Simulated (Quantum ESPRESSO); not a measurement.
**Energy mapping worked by hand: MnS (Browneite)**

Can a spin model with one coupling foretell the energy of a further order of MnS (Browneite)?

Calculated with Quantum ESPRESSO 7.5; LDA; plane waves with GBRV 1.5 LDA potentials, no spin-orbit coupling.

## 1. The starting structure

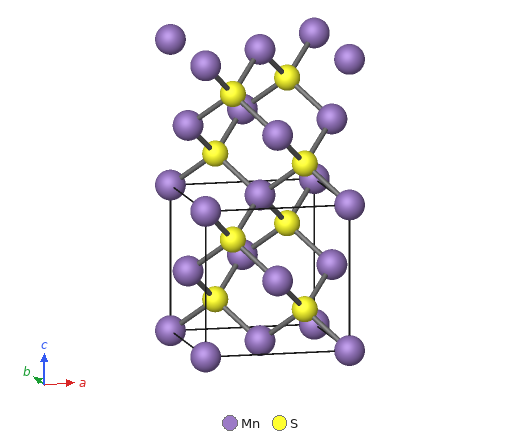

Start, viewed slightly off an axis; manganese light purple, sulfur yellow. 1×1×2 cells are drawn. This picture shows the conventional cell, with its axes. Bonds to atoms that aren't drawn are left out. Some periodic images of atoms are drawn too.

The cell comes from the Crystallography Open Database.

## 2. The parallel order

All energies count from this run.

The input, pw.in:

```
&CONTROL
  calculation = 'scf'
  prefix = 'pwscf'
  outdir = './tmp'
  pseudo_dir = './pseudo'
  disk_io = 'nowf'
/
&SYSTEM
  ibrav = 0
  nat = 2
  ntyp = 2
  ecutwfc = 40
  ecutrho = 280
  nbnd = 19
  occupations = 'smearing'
  smearing = 'fd'
  degauss = 0.00367493
  nspin = 2
  starting_magnetization(1) = 0.3
  starting_magnetization(2) = 0
/
&ELECTRONS
  conv_thr = 4d-09
  electron_maxstep = 150
  mixing_beta = 0.3
/
ATOMIC_SPECIES
Mn     54.9380 mn_lda_v1.5.uspp.F.UPF
S      32.0600 s_lda_v1.4.uspp.F.UPF
CELL_PARAMETERS angstrom
   0.0000000000    2.8000000000    2.8000000000
   2.8000000000    0.0000000000    2.8000000000
   2.8000000000    2.8000000000    0.0000000000
ATOMIC_POSITIONS crystal
Mn      0.0000000000    0.0000000000    0.0000000000
S       0.2500000000    0.2500000000    0.2500000000
K_POINTS automatic
6 6 6 0 0 0
```

Run with:

```console
OMP_NUM_THREADS=1 mpirun -n 4 pw.x -nk 4 -in pw.in > pw.out
```

Log:

```text
Program PWSCF v.7.5 starts
     [... lines left out ...]
     number of atoms/cell      =            2
     [... lines left out ...]
     number of electrons       =        21.00
     number of Kohn-Sham states=           19
     kinetic-energy cutoff     =      40.0000  Ry
     charge density cutoff     =     280.0000  Ry
     scf convergence threshold =      4.0E-09
     [... lines left out ...]
     24 Sym. Ops. (no inversion) found
     [... lines left out ...]
     number of k points=    16  Fermi-Dirac smearing, width (Ry)=  0.0037
     [... lines left out ...]
     iteration # 11     ecut=    40.00 Ry     beta= 0.30
     [... lines left out ...]
     Magnetic moment per site  (integrated on atomic sphere of radius R)
     atom   1 (R=0.253)  charge= 12.9577  magn=  4.0177
     atom   2 (R=0.253)  charge=  4.1735  magn=  0.1132
     [... lines left out ...]
     the Fermi energy is     6.9570 ev
!    total energy              =    -235.29916737 Ry
     estimated scf accuracy    <          2.3E-09 Ry
     smearing contrib. (-TS)   =      -0.00076946 Ry
     [... lines left out ...]
     total magnetization       =     4.72 Bohr mag/cell
     absolute magnetization    =     4.72 Bohr mag/cell
     convergence has been achieved in  11 iterations
   JOB DONE.
```

Wall time 4.5 s (4 MPI ranks of Intel Xeon Platinum 8559C (Emerald Rapids), shared host); peak memory 0.35 GiB.

Spin moment in the atom's sphere by atom:

```
atom  spin moment in the atom's sphere (μB)
 Mn1                                   4.02
  S2                                   0.11
```

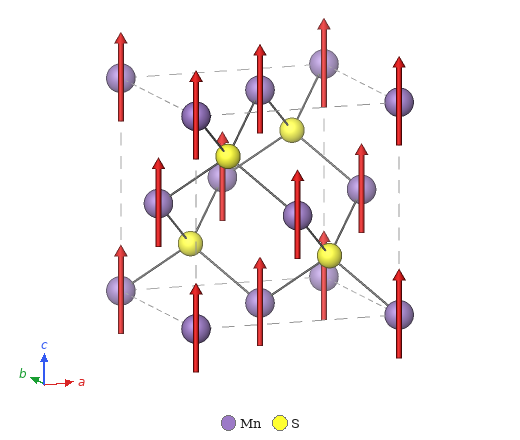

Spin moment in the atom's sphere as arrows, the longest 4.02 μB. Up and down stand for the sign. Arrows give size and sign along the axis of quantisation, drawn up and down the page. Bonds to atoms that aren't drawn are left out. Some periodic images of atoms are drawn too.

This step gave:

* smearing term TS: 0.01047 eV
* magnetization: 4.725 μB
* absolute magnetization: 4.725 μB
* final state: ferromagnetic

## 3. The orders used for the fit

The other orders were run with the same settings, on meshes that hold the same points. Free energies are divided by the number of Mn atoms; q is in fractions of the reciprocal vectors of the first run's cell.

```
              order  atoms   mesh  free energy (eV)   eV per Mn  largest moment (μB)
                F +      2  6×6×6        -3201.4083  -3201.4083                 4.02
AF q=(0,1/2,1/2) +-      4  6×3×6        -6403.4351  -3201.7175                 3.89
```

## 4. Counting neighbours

With E = −Σ J e_i·e_j over ordered pairs of unit vectors, turning a neighbour from parallel to opposed costs 2J a Mn atom. So an order lies 2 Σ n J over the parallel one, n being the opposed neighbours in each shell.

```
shell  distance (Å)  neighbours  opposed in AF q=(0,1/2,1/2) +-  opposed in AF q=(0,0,1/2) +-
   J1          3.96          12                               8                             6
   J2          5.60           6                               0                             6
```

Only J1 is kept, as an effective coupling that takes up all reversed shells.

## 5. Solving

```
2 × 8 × J1 = -309.3 meV    (AF q=(0,1/2,1/2) +-)
J1 = -19.33 meV
```

## 6. The test

The couplings now give the orders that were left out:

```
2 × 6 × (-19.33) = -232.0 meV    (AF q=(0,0,1/2) +-)
```

The runs themselves:

```
            order  atoms   mesh  free energy (eV)   eV per Mn  largest moment (μB)  over the parallel order (meV)  foretold (meV)
AF q=(0,0,1/2) +-      4  6×6×3        -6403.2899  -3201.6450                 3.93                         -236.7          -232.0
```

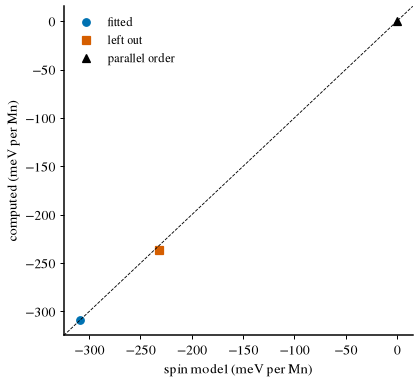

Computed energies of the orders against the model; the dashed line marks agreement.

## 7. Summary of results

```json
{"effective J1 (Mn–Mn at 3.96 Å)": "-19.3 meV", "largest miss on the orders left out": "4.7 meV"}
```

The model misses the order left out by 4.7 meV, 1.5 % of the largest energy difference, so it holds on this test. The largest moment changes by 3.3 % between the orders. Shells that were dropped are folded into the couplings or show in the miss. No Hubbard term acts here. In such compounds local and semilocal functionals without one often delocalise the d electrons, and can shrink or lose moments and miss the size, sign and order of the couplings.

[Logs and program files are shortened in this print: banners, set-up blocks, solver, clock and traceback lines can be left out without a mark of their own.]

[Logs are printed without paths, hosts, clocks, repeated set-up lines and the standing remarks that a program may print on its own settings, such as how far it seeks lower states.]

[Hosts, paths, dates, database ids (printed as entryN), source tags and the programs' standing remarks are cut or masked in the printed files.]

[Where a cell is said to come from a database of computed structures, the database is the Materials Project.]
